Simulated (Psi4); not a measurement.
# SiH3 (silyl radical): UCAM-B3LYP/cc-pVDZ (density fitting)

Aim: molecular dynamics of SiH3 (silyl radical). Input form: an ASE script.

The results are computed with Psi4 1.11.

**1. The structure to begin with**

SiH3 has 4 atoms, charge 0, and is taken as a doublet. SMILES: `[SiH3]`. The shape is that of a PBE0-D4/def2-TZVP optimisation. The run starts from this shape.

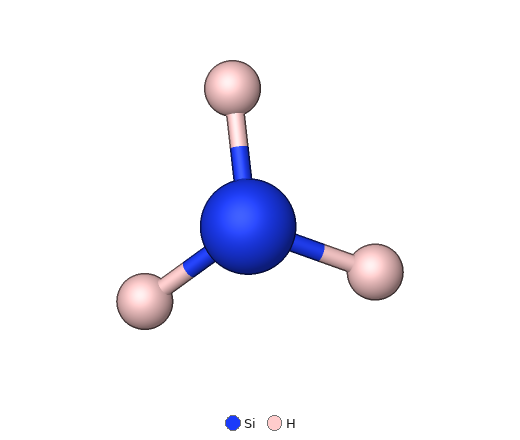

The structure, seen from a chosen angle (silicon blue, hydrogen pink).

**2. Molecular dynamics at UCAM-B3LYP/cc-pVDZ (density fitting)**

File h3si.xyz:

```xyz
4
H3Si
Si     0.293780    -0.026900    -0.164030
H      0.559150     0.665300     1.123900
H     -0.224040    -1.401650     0.060130
H     -0.628890     0.763250    -1.019990
```

File run.py:

```python
import numpy as np
from ase.calculators.psi4 import Psi4
from ase.io import read
from ase import units
from ase.md.velocitydistribution import MaxwellBoltzmannDistribution, Stationary
from ase.md.verlet import VelocityVerlet

atoms = read('h3si.xyz')
calc = Psi4(atoms=atoms, method='cam-b3lyp', basis='cc-pVDZ', memory='1600MB', num_threads=1, charge=0, multiplicity=2, label='calc', reference='uks')
atoms.calc = calc

MaxwellBoltzmannDistribution(atoms, temperature_K=300.0, rng=np.random.default_rng(869))
Stationary(atoms)
dyn = VelocityVerlet(atoms, 1.0 * units.fs)
def show():
    ep, ek = atoms.get_potential_energy(), atoms.get_kinetic_energy()
    print(f'step {dyn.nsteps:3d}  Epot {ep:14.6f}  Ekin {ek:9.6f}  Etot {ep + ek:14.6f} eV  T {atoms.get_temperature():7.1f} K')
dyn.attach(show)
dyn.run(15)
```

The run is started by

```
$ python run.py
```

Q: Predict the results. Wanted: potential energy of the last frame.

Computed results:

At UCAM-B3LYP/cc-pVDZ (density fitting):

```
                          quantity          value
potential energy of the last frame  -291.22323 Eh
```
